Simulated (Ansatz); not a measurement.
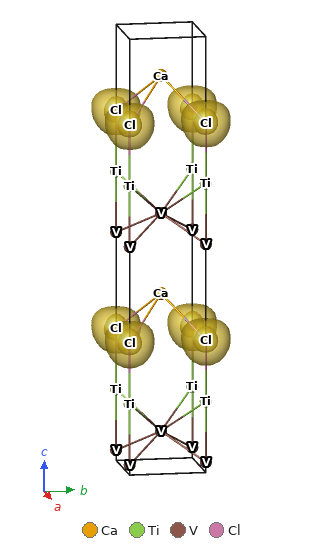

*CaTiV$_{2}$Cl. Isosurface of the ELF at 0.8 (yellow), seen slightly off an axis. Core shells and regions of very low density are left out. Sticks mark near contacts.*

Space group P4mm; a generated structure, not necessarily the stable one; the program warned that a starting moment wasn't kept; spin-polarised.

Level of theory: DFT PBE, scalar-relativistic, plane waves, PAW (Ansatz).

In a PAW calculation such maps are meaningful between the atoms, not at the nuclei.

```
CELL_PARAMETERS angstrom
3.23508 0.00000 0.00000
0.00000 3.23508 0.00000
0.00000 0.00000 18.56809
ATOMIC_POSITIONS crystal
Ca 0.50000 0.50000 0.39678
Ti 0.00000 0.00000 0.16345
V 0.00000 0.00000 0.02357
V 0.50000 0.50000 0.08121
Cl 0.00000 0.00000 0.30291
Ca 0.50000 0.50000 0.89678
Ti 0.00000 0.00000 0.66345
V 0.00000 0.00000 0.52357
V 0.50000 0.50000 0.58121
Cl 0.00000 0.00000 0.80291
```

Q: Describe the localisation domains.

A: The ELF exceeds this value in two regions wrapped around Cl (the valence shell of each), counted in one cell of 10 atoms. Regions shared between cells count once.

Values along the shortest contacts:
V–V (2.53 Å): the ELF is about 0.25 at the midpoint: no localised pair shows between them. Ti–Cl (2.59 Å): the ELF peaks at about 0.90 in the valence shell of Cl, 0.9 Å from its nucleus, and is about 0.35 at the midpoint.
